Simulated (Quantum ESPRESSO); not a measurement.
# How volume moves the moments of NiO, part 2 of 2

How does volume change the magnetic state of NiO?

Quantum ESPRESSO 7.5; LDA with U = 6 eV on Ni d (ortho-atomic projectors); plane waves with GBRV 1.5 LDA potentials, no spin-orbit coupling.

So far, absolute magnetization (μB): step 2 (volume 0.88, ferro +) 2.01.

## (5) Volume 1.12, ferro +

Input file pw.in:

```
&CONTROL
  calculation = 'scf'
  prefix = 'pwscf'
  outdir = './tmp'
  pseudo_dir = './pseudo'
  disk_io = 'nowf'
  tprnfor = .true.
  tstress = .true.
/
&SYSTEM
  ibrav = 0
  celldm(1) = 8
  nat = 2
  ntyp = 2
  ecutwfc = 40
  ecutrho = 280
  nbnd = 20
  occupations = 'smearing'
  smearing = 'fd'
  degauss = 0.00367493
  nspin = 2
  starting_magnetization(1) = 0.1111
  starting_magnetization(2) = 0
/
&ELECTRONS
  conv_thr = 4d-09
  electron_maxstep = 150
  mixing_beta = 0.3
/
ATOMIC_SPECIES
Ni     58.6934 ni_lda_v1.4.uspp.F.UPF
O      15.9990 o_lda_v1.2.uspp.F.UPF
CELL_PARAMETERS alat
   0.0000000000000    0.5123295045716    0.5123295045716
   0.5123295045716    0.0000000000000    0.5123295045716
   0.5123295045716    0.5123295045716    0.0000000000000
ATOMIC_POSITIONS crystal
Ni      0.0000000000    0.0000000000    0.0000000000
O       0.5000000000    0.5000000000    0.5000000000
K_POINTS automatic
12 12 12 0 0 0
HUBBARD {ortho-atomic}
U Ni-3d 6.0000
```

Started as:

```bash
> OMP_NUM_THREADS=1 mpirun -n 4 pw.x -nk 4 -in pw.in > pw.out
```

Output:

```text
     [... lines left out ...]
Program PWSCF v.7.5 starts
     [... lines left out ...]
     number of atoms/cell      =            2
     [... lines left out ...]
     number of electrons       =        24.00
     number of Kohn-Sham states=           20
     kinetic-energy cutoff     =      40.0000  Ry
     charge density cutoff     =     280.0000  Ry
     scf convergence threshold =      4.0E-09
     [... lines left out ...]
     48 Sym. Ops., with inversion, found
     [... lines left out ...]
     number of k points=    72  Fermi-Dirac smearing, width (Ry)=  0.0037
     [... lines left out ...]
     iteration # 12     ecut=    40.00 Ry     beta= 0.30
     [... lines left out ...]
     Magnetic moment per site  (integrated on atomic sphere of radius R)
     atom   1 (R=0.211)  charge= 15.7300  magn=  1.7230
     atom   2 (R=0.211)  charge=  5.7816  magn=  0.2229
     [... lines left out ...]
     Tr[ns(  1)] (up, down, total) =   4.97777  3.23465  8.21243
     [... lines left out ...]
     the Fermi energy is    11.7897 ev
!    total energy              =    -375.28920529 Ry
     estimated scf accuracy    <          1.3E-09 Ry
     smearing contrib. (-TS)   =      -0.00000000 Ry
     [... lines left out ...]
     total magnetization       =     2.00 Bohr mag/cell
     absolute magnetization    =     2.01 Bohr mag/cell
     convergence has been achieved in  12 iterations
     [... lines left out ...]
     Total force =     0.000000     Total SCF correction =     0.000000
     [... lines left out ...]
          total   stress  (Ry/bohr**3)                   (kbar)     P=     -255.62
     [... lines left out ...]
```

Wall time 8.3 s (4 MPI ranks of AMD EPYC 7B13 (Zen 3), shared host); peak memory 0.32 GiB.

Read from the output:

```
smearing term TS       : 4.90e-10 eV
pressure               : -25.56 GPa
magnetization          : 2 μB
absolute magnetization : 2.012 μB
final state            : ferromagnetic
largest moment         : 1.723 μB
```

## (6) Trends

The runs not shown differ from these in the moved quantity alone.

States, by row:

```csv
volume,ferro +,"antiferro q=(0,0,1/2) +-",no spin polarisation
0.88,ferromagnetic,antiferromagnetic,non-magnetic
0.91,ferromagnetic,antiferromagnetic,non-magnetic
0.94,ferromagnetic,antiferromagnetic,non-magnetic
0.97,ferromagnetic,antiferromagnetic,non-magnetic
1,ferromagnetic,antiferromagnetic,non-magnetic
1.03,ferromagnetic,antiferromagnetic,non-magnetic
1.06,ferromagnetic,antiferromagnetic,non-magnetic
1.09,ferromagnetic,antiferromagnetic,non-magnetic
1.12,ferromagnetic,antiferromagnetic,non-magnetic
```

Table of largest site moment by volume:

```csv
volume (factor),ferro + (μB),"antiferro q=(0,0,1/2) +- (μB)"
0.8800,1.67,1.58
0.9100,1.68,1.60
0.9400,1.69,1.61
0.9700,1.69,1.62
1.0000,1.70,1.63
1.0300,1.71,1.64
1.0600,1.71,1.65
1.0900,1.72,1.66
1.1200,1.72,1.67
```

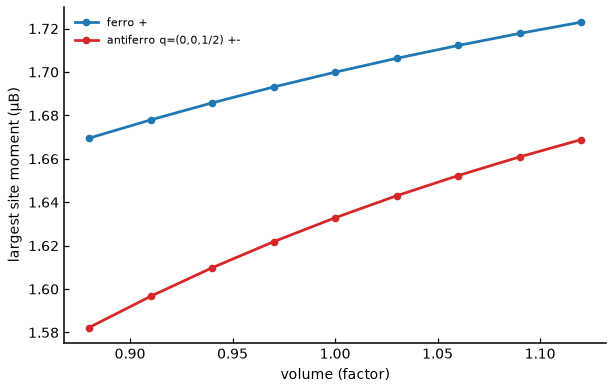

Largest site moment against volume.

The energy less that of the parallel start by volume; values in meV a seeded atom:

```csv
volume (factor),"antiferro q=(0,0,1/2) +-",no spin polarisation
0.8800,-183,1364
0.9100,-166,1433
0.9400,-151,1497
0.9700,-137,1555
1.0000,-126,1608
1.0300,-115,1656
1.0600,-106,1700
1.0900,-97.7,1741
1.1200,-90.4,1777
```

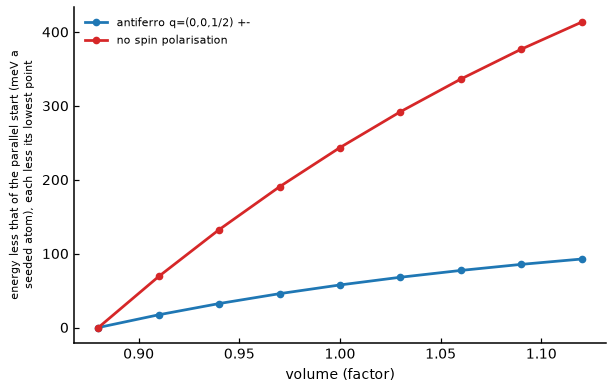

Energy less that of the parallel start, plotted against volume. Each curve is drawn from its own lowest point.

Energy over the lowest against volume; values in meV an atom:

```csv
volume (factor),ferro +,"antiferro q=(0,0,1/2) +-",no spin polarisation
0.8800,153,61.7,835
0.9100,108,25.1,825
0.9400,81.0,5.67,829
0.9700,68.7,0,846
1.0000,69.5,6.74,873
1.0300,80.7,23.1,909
1.0600,101,48.0,951
1.0900,129,79.8,999
1.1200,163,118,1052
```

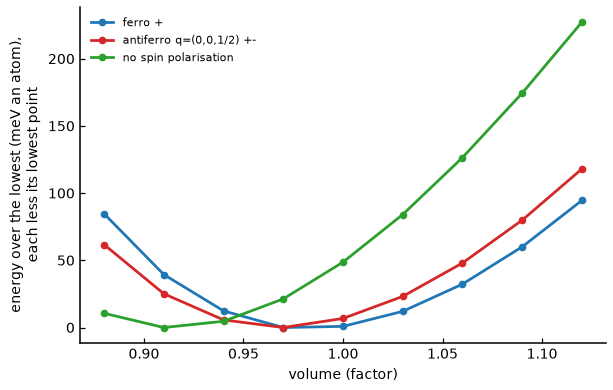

Energy over the lowest, plotted against volume. Each curve is drawn from its own lowest point.

## (7) What came out

| Item | Value |
| --- | --- |
| moment, parallel start | 1.67 to 1.72 μB |
| states met from these starts | antiferromagnetic and ferromagnetic |

In words: The moment of the parallel start goes from 1.67 μB at 0.88 to 1.72 μB at 1.12. The net moment of the cell goes from 2 to 2 μB. The radius of the spheres follows the nearest distance, so part of the change of the site moments is the spheres'. The largest moment of the start antiferro q=(0,0,1/2) +- lies between 1.58 and 1.67 μB. The start antiferro q=(0,0,1/2) +- lies under the parallel one at every finished point, by 90.4 to 183 meV a seeded atom.

[Logs and program files are shortened in this print: banners, set-up blocks, solver, clock and traceback lines can be left out without a mark of their own.]

[Logs are printed without paths, hosts, clocks, repeated set-up lines and the standing remarks that a program may print on its own settings, such as how far it seeks lower states.]

[Hosts, paths, dates, database ids (printed as entryN), source tags and the programs' standing remarks are cut or masked in the printed files.]

[Where a cell is said to come from a database of computed structures, the database is the Materials Project.]
